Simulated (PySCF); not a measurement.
# Ti: excitation energy in aug-cc-pVTZ plus 1 even-tempered diffuse shell per l

Each state of titanium is computed at each level; their differences give the excitation energy. How far do the methods differ?

The numbers are computed with PySCF 2.14.0 (unrestricted determinants in a Gaussian basis, no spin-orbit coupling in the energies), except any that are marked as measured or tabulated.

### Step 1. What is computed

| Quantity | Value |
| --- | --- |
| Element | titanium (Z = 22) |
| Basis | aug-cc-pVTZ with one added diffuse shell each of s, p, d, f, g type (9s8p6d4f3g, 118 functions) |
| Hamiltonian | no relativity, point nucleus |
| State 1 | Ti: [Ar] 3d2 4s1 5s1, high-spin 5F determinant (an excited configuration) |
| Needed too, but not shown | Ti [Ar] 3d2 4s2 (3F) |
| Methods | UHF, LDA, PBE, PBE0, r2SCAN, BP86, B97-3, CAM-B3LYP, MP2 |
| Core shells frozen in the correlated runs | valence: [Ar] (for Ti) |

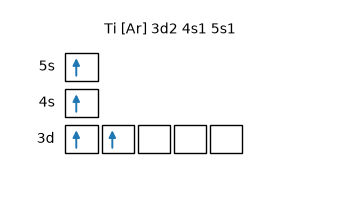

Outer shells as boxes.

The runs were made by one driver on top of PySCF. The scripts below sum up each run's settings (the driver also hands on starting orbitals that pick excited configurations, and frozen orbitals as a list rather than a count), and the logs come from the driver's own runs. The driver starts from symmetry-adapted Hartree-Fock orbitals, holds the occupation by maximum overlap and uses a logarithmic radial grid for functionals, so a plain start would take other cycles.

The integrals over 118 functions and the set-up took 2.6 s of CPU time.

### Step 2. Ti [Ar] 3d2 4s1 5s1, method by method

Level: UHF.

File input.py:

```python
from pyscf import gto, scf, dft, mp, cc
import basis_set_exchange as bse
mol = gto.M(atom="Ti 0 0 0", charge=0, spin=4, symmetry="D2h",
            basis=gto.basis.parse(bse.get_basis("aug-cc-pVTZ", elements=["Ti"], fmt="nwchem", augment_diffuse=1)))
mf = scf.UHF(mol)
mf.irrep_nelec = {'Ag': (6, 3), 'B1g': (1, 0), 'B1u': (2, 2), 'B2u': (2, 2), 'B3u': (2, 2)}
mf.kernel()
```

Level: LDA.

input.py, as changed from the run before:

```diff
@@ -4,3 +4,3 @@
             basis=gto.basis.parse(bse.get_basis("aug-cc-pVTZ", elements=["Ti"], fmt="nwchem", augment_diffuse=1)))
-mf = scf.UHF(mol)
+mf = dft.UKS(mol, xc="LDA,VWN")
 mf.irrep_nelec = {'Ag': (6, 3), 'B1g': (1, 0), 'B1u': (2, 2), 'B2u': (2, 2), 'B3u': (2, 2)}
```

Level: PBE.

input.py, as changed from the run before:

```diff
@@ -4,3 +4,3 @@
             basis=gto.basis.parse(bse.get_basis("aug-cc-pVTZ", elements=["Ti"], fmt="nwchem", augment_diffuse=1)))
-mf = dft.UKS(mol, xc="LDA,VWN")
+mf = dft.UKS(mol, xc="PBE")
 mf.irrep_nelec = {'Ag': (6, 3), 'B1g': (1, 0), 'B1u': (2, 2), 'B2u': (2, 2), 'B3u': (2, 2)}
```

Level: PBE0.

input.py, as changed from the run before:

```diff
@@ -4,3 +4,3 @@
             basis=gto.basis.parse(bse.get_basis("aug-cc-pVTZ", elements=["Ti"], fmt="nwchem", augment_diffuse=1)))
-mf = dft.UKS(mol, xc="PBE")
+mf = dft.UKS(mol, xc="PBE0")
 mf.irrep_nelec = {'Ag': (6, 3), 'B1g': (1, 0), 'B1u': (2, 2), 'B2u': (2, 2), 'B3u': (2, 2)}
```

Level: r2SCAN.

input.py, as changed from the run before:

```diff
@@ -4,3 +4,3 @@
             basis=gto.basis.parse(bse.get_basis("aug-cc-pVTZ", elements=["Ti"], fmt="nwchem", augment_diffuse=1)))
-mf = dft.UKS(mol, xc="PBE0")
+mf = dft.UKS(mol, xc="R2SCAN")
 mf.irrep_nelec = {'Ag': (6, 3), 'B1g': (1, 0), 'B1u': (2, 2), 'B2u': (2, 2), 'B3u': (2, 2)}
```

Level: BP86.

input.py, as changed from the run before:

```diff
@@ -4,3 +4,3 @@
             basis=gto.basis.parse(bse.get_basis("aug-cc-pVTZ", elements=["Ti"], fmt="nwchem", augment_diffuse=1)))
-mf = dft.UKS(mol, xc="R2SCAN")
+mf = dft.UKS(mol, xc="B88,P86")
 mf.irrep_nelec = {'Ag': (6, 3), 'B1g': (1, 0), 'B1u': (2, 2), 'B2u': (2, 2), 'B3u': (2, 2)}
```

Level: B97-3.

input.py, as changed from the run before:

```diff
@@ -4,3 +4,3 @@
             basis=gto.basis.parse(bse.get_basis("aug-cc-pVTZ", elements=["Ti"], fmt="nwchem", augment_diffuse=1)))
-mf = dft.UKS(mol, xc="B88,P86")
+mf = dft.UKS(mol, xc="HYB_GGA_XC_B97_3")
 mf.irrep_nelec = {'Ag': (6, 3), 'B1g': (1, 0), 'B1u': (2, 2), 'B2u': (2, 2), 'B3u': (2, 2)}
```

Level: CAM-B3LYP.

input.py, as changed from the run before:

```diff
@@ -4,3 +4,3 @@
             basis=gto.basis.parse(bse.get_basis("aug-cc-pVTZ", elements=["Ti"], fmt="nwchem", augment_diffuse=1)))
-mf = dft.UKS(mol, xc="HYB_GGA_XC_B97_3")
+mf = dft.UKS(mol, xc="CAMB3LYP")
 mf.irrep_nelec = {'Ag': (6, 3), 'B1g': (1, 0), 'B1u': (2, 2), 'B2u': (2, 2), 'B3u': (2, 2)}
```

Level: MP2 (valence).

input.py, as changed from the run before:

```diff
@@ -4,4 +4,5 @@
             basis=gto.basis.parse(bse.get_basis("aug-cc-pVTZ", elements=["Ti"], fmt="nwchem", augment_diffuse=1)))
-mf = dft.UKS(mol, xc="CAMB3LYP")
+mf = scf.UHF(mol)
 mf.irrep_nelec = {'Ag': (6, 3), 'B1g': (1, 0), 'B1u': (2, 2), 'B2u': (2, 2), 'B3u': (2, 2)}
 mf.kernel()
+mp.UMP2(mf, frozen=9).kernel()
```

Q: Predict the outcome of this session.

As calculated:

| quantity | value |
| --- | --- |
| excitation energy, Ti → [Ar] 3d2 4s1 5s1 | UHF 3.329, MP2 (valence) 4.072 eV |

In words: The methods span 1.214 eV, from UHF (3.329) to B97-3 (4.543). No reference value is at hand in this session. The basis is finite, and no extrapolation was made.
